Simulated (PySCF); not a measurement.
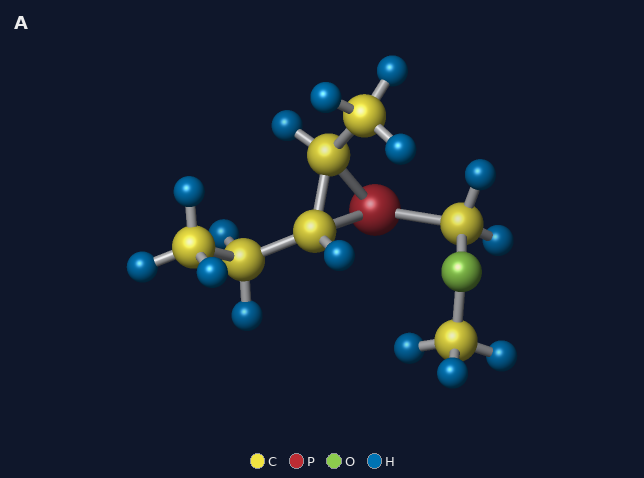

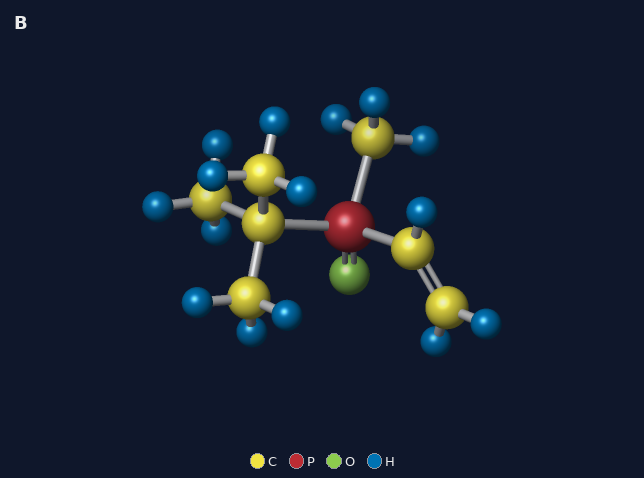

2 stationary structures of one formula. Geometries: GFN2-xTB. Electronic energies: PBE0/pcSseg-1 (PySCF 2.14.0), without zero-point energy. No frequency run is at hand to confirm each as a minimum. Each is one conformer, not always the lowest.

Which is lowest in energy, and by how much?

Answer. B is lowest; A lies 1.344 eV above it. A is `CC[C@@H]1[C@@H](C)P1COC`, B is `C=C[P@@](C)(=O)C(C)(C)C`.

The geometry is semi-empirical. Around P such bond lengths and angles can be off by a tenth of an ångström or more and by several degrees, and values that hang on the shape move with them.
